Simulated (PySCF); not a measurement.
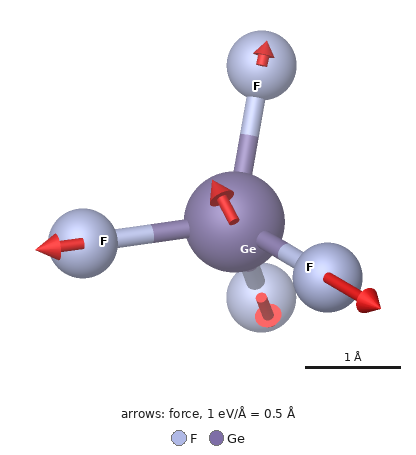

Starting geometry of GeF$_{4}$ with the computed forces as red arrows. The picture is a ball-and-stick view, seen from a free direction.

The start comes from GFN2-xTB. Its atoms were then displaced at random by about 0.01 Å.

These are results of PBE0-D3(BJ)/def2-SVP geometry optimisation, gas phase in PySCF, not measurements. 

**What follows when this structure is relaxed?**

It isn't relaxed: the largest force vector, on an F atom, is 1.84 eV/Å. The atoms end up moving mostly along the starting forces (cosine between the two patterns 0.93). The largest move after the best rigid fit is that of an F atom, 0.038 Å. By element the largest moves are F 0.038 Å, Ge 0.011 Å. Among the contacts that change: F–Ge 1.652 → 1.698 Å, F–Ge 1.685 → 1.698 Å. Over 4 geometry steps the energy falls by 7.38 kJ/mol.
